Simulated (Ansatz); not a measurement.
**GeHF (SMILES [F][GeH]): BLYP/STO-3G**

What is the electronic atomisation energy of GeHF at BLYP/STO-3G? 

The calculation is run with Ansatz 0.2.0.

60 further runs of the same task are left out: 17 that didn't finish, 43 set aside as unsound or not needed.

## Step 1: Starting point

GeHF: 3 atoms, total charge 0, spin state singlet. As SMILES, `[F][GeH]`. Geometry: relaxed at PBE0-D4/def2-TZVP.

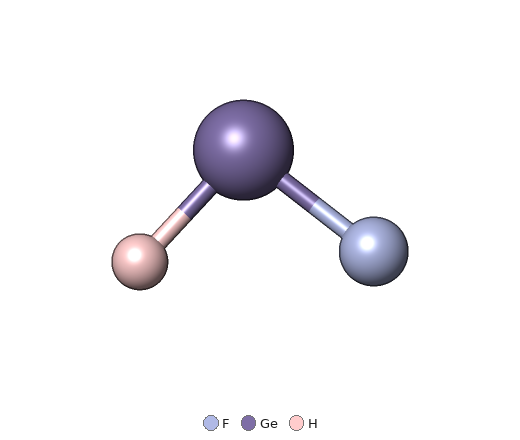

Viewed from a chosen angle; fluorine light blue, germanium purple, hydrogen pink.

## Step 2: The energy at BLYP/STO-3G

Input file molecule.yaml:

```yaml
crystal:
  periodic: [false, false, false]
  atoms:
    - {symbol: F, position_ang: [0.672100, 1.012600, 0.469700]}
    - {symbol: Ge, position_ang: [-0.657900, 0.195200, -0.335600]}
    - {symbol: H, position_ang: [-0.025200, -1.272700, -0.147400]}
basis:
  gaussian:
    orbitals: STO-3G
hamiltonian:
  xc: {name: BLYP}
accuracy: high
```

Run with:

```console
$ ansatz run molecule.yaml --threads 1 --pin off --max-ram 2610MiB --events-out events.jsonl --progress --plain --runs-dir runs
```

The program printed:

```text
Warning: RAYON_NUM_THREADS=1 ignored (pool sized by the plan → 1); use --threads N
Functional definition: BLYP
  name "BLYP"
  parameter beta = 0.0042
  parameter a = 0.04918
  parameter b = 0.132
  parameter c = 0.2533
  parameter d = 0.349
  exchange = b88_x(beta = beta)
  correlation = lyp_c(a = a, b = b, c = c, d = d)
327 factors; integrals over basis functions are off by at most 4.5e-9 eV
mean field evaluation 1: about -58441.7599 eV, gradient 1.9e2 eV
mean field evaluation 2: about -58371.7148 eV, gradient 2.0e2 eV
mean field evaluation 4: about -58462.1684 eV, gradient 1.8e2 eV
mean field evaluation 8: about -58529.7637 eV, gradient 5.3e1 eV
mean field evaluation 16: about -58554.8915 eV, gradient 6.0e-4 eV
mean field evaluation 32: about -58551.9638 eV, gradient 1.8e1 eV
mean field -58554.89147527 eV, -2151.8525717852 hartree, gradient 4.1e-8 eV, S^2 0.000000; 1 other end points of the search recorded, 0 dependent functions left out
reference -58554.89150544 eV, -2151.8525728938 hartree; 21, 21 occupied and 3, 3 virtual orbitals, 327 factors
Total energy: -58554.89150544 eV, -2151.8525728938 hartree
```

It took 1.3 s on 1 thread of Arm Neoverse V1, shared host.

## Step 3: The F atom, same level

Input file input.yaml:

```yaml
crystal:
  periodic: [false, false, false]
  atoms:
    - {symbol: F, position_ang: [0.000000, 0.000000, 0.000000]}
basis:
  gaussian:
    orbitals: STO-3G
magnetization:
  spin_polarized: true
  initial_magnetization: 1
hamiltonian:
  xc: {name: BLYP}
accuracy: high
```

Run the same way, it converges to -98.23564 Eh (log not shown).

## Step 4: The Ge atom, same level

Input file molecule.yaml:

```yaml
basis:
  gaussian: {orbitals: STO-3G}
crystal:
  periodic: [false, false, false]
  atoms:
    - symbol: Ge
      position_ang: [0.000000, 0.000000, 0.000000]
magnetization: {spin_polarized: true, initial_magnetization: 2}
hamiltonian: {xc: {name: BLYP}}
accuracy: high
```

Run with:

```console
$ ansatz run molecule.yaml --threads 1 --pin off --max-ram 2610MiB --events-out events.jsonl --progress --plain --runs-dir runs
```

The program printed (excerpt; [...] marks lines left out):

```text
Warning: RAYON_NUM_THREADS=1 ignored (pool sized by the plan → 1); use --threads N
[... 2 set-up lines as earlier in the session ...]
[...]
138 factors; integrals over basis functions are off by at most 4.5e-9 eV
[...]
mean field -55858.51080973 eV, -2052.7624099990 hartree, gradient 2.3e-8 eV, S^2 2.286505; 8 other end points of the search recorded, 0 dependent functions left out
reference -55858.51083961 eV, -2052.7624110973 hartree; 17, 15 occupied and 1, 3 virtual orbitals, 138 factors
Total energy: -55858.51083961 eV, -2052.7624110973 hartree
```

It took 6.3 s on 1 thread of Arm Neoverse V1, shared host.

## Step 5: The H atom

Input file molecule.yaml:

```yaml
crystal:
  periodic: [false, false, false]
  atoms:
    - {symbol: H, position_ang: [0.000000, 0.000000, 0.000000]}
basis:
  gaussian: {orbitals: STO-3G}
magnetization: {spin_polarized: true, initial_magnetization: 1}
hamiltonian: {xc: {name: BLYP}}
accuracy: high
```

Run the same way, it converges to -0.46274 Eh (log not shown).

## Step 6: Summary of results

At BLYP/STO-3G:

| quantity | value |
| --- | --- |
| molecule: total energy | -2151.85257 Eh |
| F atom: total energy | -98.23564 Eh |
| F atom: ⟨S²⟩ | 0.750 |
| Ge atom: total energy | -2052.76241 Eh |
| Ge atom: ⟨S²⟩ | 2.287 |
| H atom: total energy | -0.46274 Eh |
| H atom: ⟨S²⟩ | 0.750 |
| electronic atomisation energy | 10.661 eV |

In words: Taking the molecule apart into free atoms costs 10.66 eV (246 kcal/mol), before zero-point energy and without spin-orbit coupling. In a minimal basis such a difference can be off by several eV, whatever the method. ⟨S²⟩ (Ge atom) is 2.29 where a pure triplet has 2.00: the reference is spin-contaminated.
